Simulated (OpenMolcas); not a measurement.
**BH2O (SMILES [BH]O) in OpenMolcas**

Aim: the energy of BH2O.

The results are computed with OpenMolcas 26.06.

## Step 1: Starting point

The species is BH2O (4 atoms), meant as a doublet with charge 0. As SMILES, `[BH]O`. Geometry: relaxed at PBE0-D4/def2-TZVP.

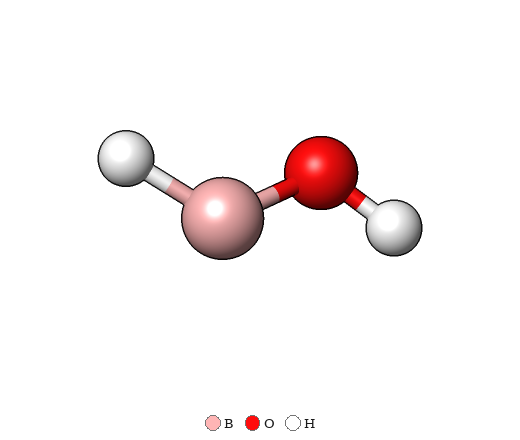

Viewed from a chosen angle; boron pink, oxygen red, hydrogen white.

## Step 2: The input as written

Contents of step19.inp:

```
&GATEWAY
Coord
4
bohr
B     -0.01152733    -0.91746203     0.73378065
O      0.22620022     1.02895587    -0.84773114
H     -2.01104654    -1.95095325     1.02101903
H      1.90125345     1.72569790    -0.94542998
Basis = ANO-RCC-VDZP
Group = NoSym
&SEWARD
&RASSCF
FileOrb = $CurrDir/step2.RasOrb
Spin = 2
Nactel = 9 0 0
Inactive = 3
Ras2 = 8
OrbListing = Nothing
&CASPT2
Frozen = 15
```

Launch:

```
$ export MOLCAS_MEM=1860
$ pymolcas step19.inp > step19.log
```

Log:

```text
--- Start Module: gateway ---

                                              &GATEWAY

                       available to each process: 1.9 GB of memory, 1 thread

++    Symmetry information:
      ---------------------

                    Character Table for C1

                             E
                    a        1  x, y, xy, Rz, z, xz, Ry, yz, Rx, I
--

++    Basis set information:
      ----------------------

      Basis set label: B.ANO-RCC...3S2P1D.

      Electronic valence basis set:
      ------------------
      Associated Effective Charge   5.000000 au
      Associated Actual Charge      5.000000 au
      Nuclear Model: Point charge

      Shell  nPrim  nBasis  Cartesian Spherical Contaminant
         s      14       3        X
         p       9       2        X
         d       5       1                 X

      Basis set label: O.ANO-RCC...3S2P1D.

      Electronic valence basis set:
      ------------------
      Associated Effective Charge   8.000000 au
      Associated Actual Charge      8.000000 au
      Nuclear Model: Point charge

      Shell  nPrim  nBasis  Cartesian Spherical Contaminant
         s      14       3        X
         p       9       2        X
         d       4       1                 X

      Basis set label: H.ANO-RCC...2S1P.

[... 118 lines left out ...]
      Nuclear repulsion energy =   25.94169651
[... 78 lines left out ...]
      Convergence after  6 iterations
[... 10 lines left out ...]
      printout of CI-coefficients larger than  0.05 for root  1
[... 1 line left out ...]
      conf/sym  11111111     Coeff  Weight
[... 10 lines left out ...]
      *                                                    Final results                                                     *
[... 6 lines left out ...]
      RASSCF energy for state  1                   -100.87423425
[... 12 lines left out ...]
::    RASSCF root number  1 Total energy:   -100.87423425
[... 29 lines left out ...]
      Dipole Moment (debye):
[... 41 lines left out ...]
      Total        0.1044  -0.4408  -0.0119   0.3483
--

      Natural Bond Order analysis for root number:  1

++    Natural Bond Order analysis
      ---------------------------
      Based on LoProp computed density
      -------------------------------------------------------------------------------------
      Atom A       Atom B       Bond Order
      -------------------------------------------------------------------------------------
      NBO located      0.993 non-bonded electrons on atom B1
      NBO located      0.998 non-bonded electrons on atom O2
      The remaining    6.567 electrons are to be considered as diffuse
--

--

      Average orbitals are written to the RASORB file
      Natural orbitals for root   1 are written to the RASORB.1 file
      Spin density orbitals for root   1 are written to the SPDORB.1 file

--- Stop Module: rasscf /rc=_RC_ALL_IS_WELL_ ---
--- Module rasscf spent 1 second ---

--- Start Module: caspt2 ---

                                              &CASPT2

                       available to each process: 1.9 GB of memory, 1 thread

 ###############################################################################
 ###############################################################################
 ###    WARNING: User changed nr of frozen orbitals.                         ###
 ###############################################################################
 ###    ERROR: Too many frozen orbitals!                                     ###
 ###############################################################################
--- Stop Module: caspt2 /rc=_RC_INPUT_ERROR_ ---

.####################.
.# User input error #.
.####################.

    Timing: Wall=2.90 User=2.27 System=0.63
```

Wall time 3.3 s (1 thread of Arm Neoverse V1, shared host); peak memory 0.38 GiB.

## Step 3: Reading the log

The program broke off before the end.

The log says `ERROR: Too many frozen orbitals`. What is wrong: too many or the wrong orbitals are frozen. To mend it: frozen core orbitals default in place of 15.
